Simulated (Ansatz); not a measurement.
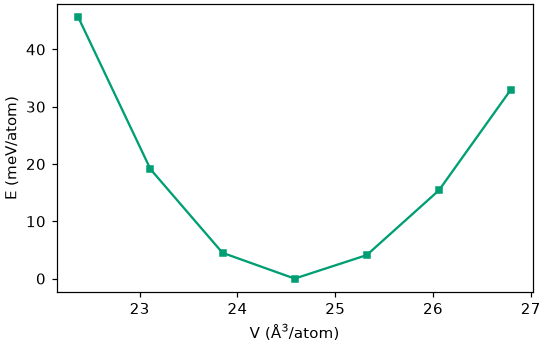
Fig. 1. YIn3 (Cu3Au type, space group No. 221) under volume change, plane-wave PAW r²SCAN (Ansatz code), scaled uniformly.

Task: What does a third-order Birch–Murnaghan fit give for V₀, B₀ and B′?

Result: V₀ = 24.58 Å³/atom, B₀ = 61.8 GPa, B′ = 4.4.

Space group Pm-3m (Cu3Au type). The workflow started from an entry of the Crystallography Open Database (COD). Whether it is the stable phase at ambient conditions was not checked. The r²SCAN relaxation kept the symmetry of its start; its stability against distortions is not shown here. No spin polarisation was allowed.

Potentials: the later of the program's two PAW sets.
